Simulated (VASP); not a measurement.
```xyz
8
Lattice="0.0000 2.8919 2.8919 2.8919 0.0000 2.8919 11.5642 11.5642 0.0032" Properties=species:S:1:pos:R:3 pbc="T T T"
In    11.5518    11.5518     0.0156
As     1.5360     1.5360     1.3559
As     4.3607     4.3607     1.4230
As     7.2014     7.2014     1.4742
As    10.0341    10.0341     1.5333
Al     5.8393     5.8393     5.7281
Al     8.6755     8.6755     5.7838
Al     8.6247     8.6247     0.0509
```

All values below come from PBEsol GGA, VASP's PBE PAW potentials (set 64) (plane waves; VASP 6.6.1). Run with 400 eV cut-off, 8×8×2 Γ-centred mesh, tetrahedra with Blöchl corrections, potentials In_d As Al.

Unless said otherwise, spin-orbit coupling is left out, though it shifts the bands of the heavy elements here.

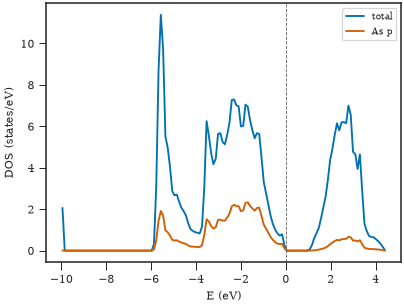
Figure. Total and projected density of states, zero at the valence-band maximum

Within 2 eV below the valence-band maximum the largest weight inside VASP's projection spheres is As p.

The gap is direct, 0.93 eV, from the valence maximum at Γ to the conduction minimum at Γ.

The structure was generated: Al3InAs4 was put into an ordered model structure (R3m), which need not be its known phase. It was relaxed first.
